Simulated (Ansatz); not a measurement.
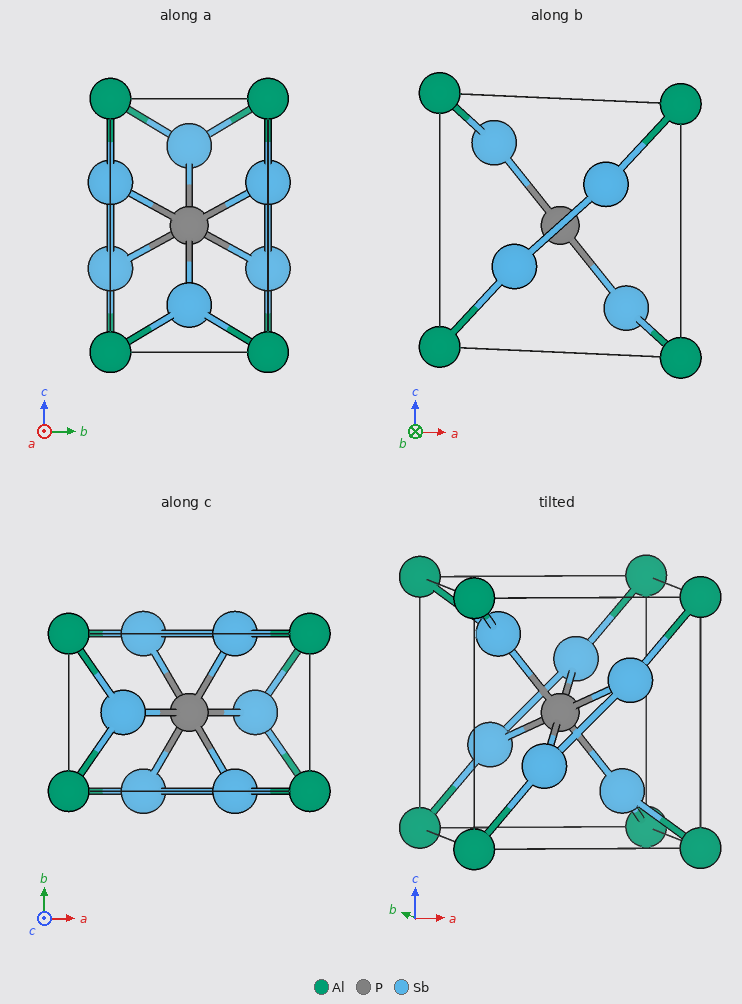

Shown here is a ball-and-stick view of the crystal, taken along the a axis, along the b axis, along the c axis and slightly off an axis. Atoms at the boundary of the conventional unit cell (the box) are drawn once for each face, edge or corner they touch.

Lattice parameters: a = 5.2074 Å, b = 3.4001 Å, c = 5.4760 Å, α = 90.000°, β = 92.600°, γ = 90.000°.

Write down what is shown as a CIF with its space group and independent sites, with free fractional coordinates to two decimals.

Answer.
```cif
data_structure
_symmetry_space_group_name_H-M 'P 2/m'
_symmetry_Int_Tables_number 10
_cell_length_a 5.2074
_cell_length_b 3.4001
_cell_length_c 5.4760
_cell_angle_alpha 90.000
_cell_angle_beta 92.600
_cell_angle_gamma 90.000
_cell_volume 96.86
loop_
_atom_site_label
_atom_site_type_symbol
_atom_site_symmetry_multiplicity
_atom_site_Wyckoff_symbol
_atom_site_fract_x
_atom_site_fract_y
_atom_site_fract_z
_atom_site_occupancy
Al1 Al 1 a 0.00 0.00 0.00 1
P1 P 1 h 0.50 0.50 0.50 1
Sb1 Sb 2 m 0.69 0.00 0.67 1
Sb2 Sb 2 n 0.77 0.50 0.19 1
```

Shown is a generated cell, made by putting these elements into a known structure type (the compound may or may not exist in this form), as it stood before any relaxation. A calculation with Ansatz used it as input.

At this level of theory the cell isn't at rest (compressed, at 101 GPa and forces up to 7.0 eV/Å), so its distances can differ from those at equilibrium, the more so the softer the solid.
